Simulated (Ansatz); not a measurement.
# CH₃ClSeSi: small, medium and large basis sets

How large a basis does CH₃ClSeSi need? Two functionals are run in growing sets.

Program: Ansatz 0.2.0, Gaussian basis. Level of theory: one geometry, several basis sets. These are calculated values, not measurements.

Plan: PBE0-D4/def2-SVP; ωB97M-V/def2-SVP; PBE0-D4/def2-QZVPP; ωB97M-V/def2-QZVPP; the functionals' def2-TZVPP values are taken from earlier runs.

### Step 1. The relaxed structure

An earlier PBE0-D4 in a triple-zeta def2 set relaxation fixed the geometry.

SMILES `Cl[SiH]1C[Se]1`, 7 atoms, charge 0, spin multiplicity 1.

Atoms are counted from 1 here; the program's logs count them from 0.

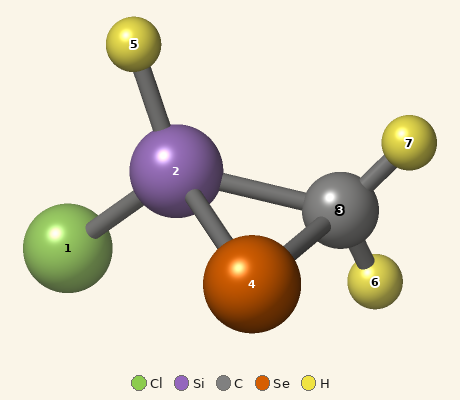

The geometry (chlorine green, silicon purple, carbon grey, selenium orange, hydrogen yellow); atoms are numbered from 1 in the order of the file.

Coordinates:

```mol
CH3ClSeSi
  3D, bonds by distance, orders not assigned

  7  7  0  0  0  0  0  0  0  0999 V2000
    0.8816   -1.7598   -1.6036 Cl  0  0
    0.0140   -0.8639    0.0080 Si  0  0
   -0.1930    0.9520   -0.0064 C   0  0
    1.2011    0.4000    1.3726 Se  0  0
   -1.0356   -1.7502    0.5397 H   0  0
    0.2502    1.5328   -0.8086 H   0  0
   -1.0571    1.4211    0.4526 H   0  0
  1  2  8  0
  2  3  8  0
  3  4  8  0
  2  5  8  0
  3  6  8  0
  3  7  8  0
  2  4  8  0
M  END
```

### Step 2. PBE0-D4 in def2-SVP

File in.yaml:

```yaml
crystal:
  periodic: [false, false, false]
  atoms:
    - {symbol: Cl, position_ang: [0.881601, -1.759814, -1.603583]}
    - {symbol: Si, position_ang: [0.014023, -0.863915, 0.008006]}
    - {symbol: C, position_ang: [-0.193047, 0.951976, -0.006421]}
    - {symbol: Se, position_ang: [1.201109, 0.400007, 1.372614]}
    - {symbol: H, position_ang: [-1.035577, -1.750183, 0.539659]}
    - {symbol: H, position_ang: [0.250239, 1.532771, -0.808551]}
    - {symbol: H, position_ang: [-1.057148, 1.421056, 0.452575]}
basis:
  gaussian: {orbitals: def2-SVP}
hamiltonian: {xc: pbe0, dispersion: d4}
output: {orbitals: {seedname: orbitals}}
```

Command:

```
$ ansatz run in.yaml --threads 2 --pin off --events-out ev --progress --plain --max-ram 4352MiB
```

The program printed:

```text
Functional definition: PBE0
  name "PBE0"
  cite "Adamo & Barone, J. Chem. Phys. 110, 6158 (1999) doi:10.1063/1.478522"
  cite "Perdew, Burke & Ernzerhof, Phys. Rev. Lett. 77, 3865 (1996) doi:10.1103/PhysRevLett.77.3865"
  parent pbe
  parameter a = 0.25
  parameter kappa = 0.804
  parameter beta = 0.06672455060314922
  exchange = (1 - a)*pbe_x(kappa = kappa, mu = beta*pi^2/3) + a*exact_x
  correlation = pbe_c(beta = beta)
934 factors; integrals over basis functions are off by at most 1.1e-3 eV
mean field evaluation 1: about -86801.7817 eV, gradient 3.9e1 eV
mean field evaluation 2: about -86797.3511 eV, gradient 5.3e1 eV
mean field evaluation 4: about -86805.4671 eV, gradient 2.7e0 eV
mean field evaluation 8: about -86805.5467 eV, gradient 1.0e-1 eV
mean field evaluation 16: about -86805.5467 eV, gradient 2.6e-5 eV
mean field -86805.54673018 eV, -3190.0450034212 hartree, gradient 2.6e-5 eV, S^2 0.000000; 0 other end points of the search recorded, 0 dependent functions left out
reference -86805.54675305 eV, -3190.0450042615 hartree; 37, 37 occupied and 60, 60 virtual orbitals, 934 factors
Total energy: -86805.72559285 eV, -3190.0515765032 hartree
```

Run time: 2 s. Hardware: 2 threads of Arm Neoverse V1, shared host.

### Step 3. ωB97M-V in def2-SVP

Changes to in.yaml since step 2:

```diff
@@ -12,3 +12,3 @@
   gaussian: {orbitals: def2-SVP}
-hamiltonian: {xc: pbe0, dispersion: d4}
+hamiltonian: {xc: {name: wB97M-V}}
 output: {orbitals: {seedname: orbitals}}
```

Same command.

The program printed, cut to the lines that bear on the results:

```text
Functional definition: wB97M-V
  name "wB97M-V"
  cite "Mardirossian & Head-Gordon, J. Chem. Phys. 144, 214110 (2016) doi:10.1063/1.4952647"
  cite "Becke, J. Chem. Phys. 107, 8554 (1997) doi:10.1063/1.475007"
  cite "Vydrov & Van Voorhis, J. Chem. Phys. 133, 244103 (2010) doi:10.1063/1.3521275"
  # Of w^i u^j: cxij and so on, Table III.
[...]
  gx(w, u) = 1 - cx + cx01*u + cx10*w
  gss(w, u) = css00 + css04*u^4 + css10*w + css20*w^2 + css43*w^4*u^3
  gos(w, u) = cos00 + cos10*w + (cos20 + cos21*u)*w^2 + (cos60 + cos61*u)*w^6
[...]
      + integral(e_c_pw_mod_opposite_spin*gos(b97_w_opposite, b97_u_opposite)) + vv10(b, c)
934 factors; integrals over basis functions are off by at most 1.1e-3 eV
246 factors; integrals over basis functions are off by at most 3.9e-6 eV
[...]
mean field -86816.62577842 eV, -3190.4521509345 hartree, gradient 4.1e-5 eV, S^2 0.000000; 0 other end points of the search recorded, 0 dependent functions left out
reference -86816.62581341 eV, -3190.4521522204 hartree; 37, 37 occupied and 60, 60 virtual orbitals, 934 factors
Total energy: -86816.62581341 eV, -3190.4521522204 hartree
```

Wall time 8.5 s (2 threads of Arm Neoverse V1, shared host).

### Step 4. PBE0-D4 in def2-QZVPP

Changes to in.yaml since step 3:

```diff
@@ -11,4 +11,4 @@
 basis:
-  gaussian: {orbitals: def2-SVP}
-hamiltonian: {xc: {name: wB97M-V}}
+  gaussian: {orbitals: "def2-QZVPP.json"}
+hamiltonian: {xc: pbe0, dispersion: d4}
 output: {orbitals: {seedname: orbitals}}
```

Same command.

The program printed:

```text
Functional definition: PBE0
  name "PBE0"
  cite "Adamo & Barone, J. Chem. Phys. 110, 6158 (1999) doi:10.1063/1.478522"
  cite "Perdew, Burke & Ernzerhof, Phys. Rev. Lett. 77, 3865 (1996) doi:10.1103/PhysRevLett.77.3865"
  parent pbe
  parameter a = 0.25
  parameter kappa = 0.804
  parameter beta = 0.06672455060314922
  exchange = (1 - a)*pbe_x(kappa = kappa, mu = beta*pi^2/3) + a*exact_x
  correlation = pbe_c(beta = beta)
1662 factors; their error is unknown
mean field evaluation 1: about -86817.3518 eV, gradient 5.4e1 eV
mean field evaluation 2: about -86807.5092 eV, gradient 7.8e1 eV
mean field evaluation 4: about -86823.7975 eV, gradient 4.5e0 eV
mean field evaluation 8: about -86824.0495 eV, gradient 2.8e-1 eV
mean field evaluation 16: about -86824.0496 eV, gradient 5.9e-5 eV
mean field -86824.04956546 eV, -3190.7249700762 hartree, gradient 5.9e-5 eV, S^2 0.000000; 0 other end points of the search recorded, 0 dependent functions left out
reference -86824.04959834 eV, -3190.7249712843 hartree; 37, 37 occupied and 339, 339 virtual orbitals, 1662 factors
Total energy: -86824.22843814 eV, -3190.7315435260 hartree
```

Wall time 16 s (2 threads of Arm Neoverse V1, shared host); peak memory 1.2 GiB.

### Step 5. ωB97M-V in def2-QZVPP

Changes to in.yaml since step 4:

```diff
@@ -12,3 +12,3 @@
   gaussian: {orbitals: "def2-QZVPP.json"}
-hamiltonian: {xc: pbe0, dispersion: d4}
+hamiltonian: {xc: {name: wB97M-V}}
 output: {orbitals: {seedname: orbitals}}
```

The command is unchanged.

The program printed, cut to the lines that bear on the results:

```text
Functional definition: wB97M-V
  name "wB97M-V"
  cite "Mardirossian & Head-Gordon, J. Chem. Phys. 144, 214110 (2016) doi:10.1063/1.4952647"
  cite "Becke, J. Chem. Phys. 107, 8554 (1997) doi:10.1063/1.475007"
  cite "Vydrov & Van Voorhis, J. Chem. Phys. 133, 244103 (2010) doi:10.1063/1.3521275"
  # Of w^i u^j: cxij and so on, Table III.
[...]
  gx(w, u) = 1 - cx + cx01*u + cx10*w
  gss(w, u) = css00 + css04*u^4 + css10*w + css20*w^2 + css43*w^4*u^3
  gos(w, u) = cos00 + cos10*w + (cos20 + cos21*u)*w^2 + (cos60 + cos61*u)*w^6
[...]
      + integral(e_c_pw_mod_opposite_spin*gos(b97_w_opposite, b97_u_opposite)) + vv10(b, c)
1601 factors; their error is unknown
298 factors; integrals over basis functions are off by at most 2.6e-5 eV
[...]
mean field -86835.02260793 eV, -3191.1282219492 hartree, gradient 3.5e-5 eV, S^2 0.000000; 0 other end points of the search recorded, 0 dependent functions left out
reference -86835.02266003 eV, -3191.1282238638 hartree; 37, 37 occupied and 339, 339 virtual orbitals, 1601 factors
Total energy: -86835.02266003 eV, -3191.1282238638 hartree
```

Run time: 34 s. Hardware: 2 threads of Arm Neoverse V1, shared host; peak memory 1.5 GiB.

### Step 6. Functionals by basis

The def2-TZVPP values come from earlier runs at the same geometry.

| functional | basis | functions | energy (eV) | from the largest (eV) | HOMO (eV) | LUMO (eV) |
| --- | --- | --- | --- | --- | --- | --- |
| PBE0-D4 | def2-SVP | 97 | -86805.7256 | 18.503 | -6.84 | -0.49 |
| PBE0-D4 | def2-TZVPP | 205 | -86822.1617 | 2.067 | -6.93 | -0.72 |
| PBE0-D4 | def2-QZVPP | 376 | -86824.2284 | 0.000 | -6.95 | -0.80 |
| ωB97M-V | def2-SVP | 97 | -86816.6258 | 18.397 | -8.95 | 1.57 |
| ωB97M-V | def2-TZVPP | 205 | -86833.0399 | 1.983 | -9.06 | 1.23 |
| ωB97M-V | def2-QZVPP | 376 | -86835.0227 | 0.000 | -9.09 | 1.04 |

### Step 7. Summary of results

| quantity | value |
| --- | --- |
| PBE0-D4: double and triple zeta above quadruple | 18.50, 2.07 eV |
| ωB97M-V: double and triple zeta above quadruple | 18.40, 1.98 eV |

What this shows: For PBE0-D4 the step from double to triple zeta gains 16.44 eV and the next only 2.07 eV. Total energies overstate the basis error of differences, where much of it tends to cancel. The LUMO of ωB97M-V is positive and keeps falling with the basis (1.57 to 1.04 eV): an unbound level that the basis holds in place.

For PBE0-D4 the largest set took about 8 times as long as the smallest (16 s against 2 s).
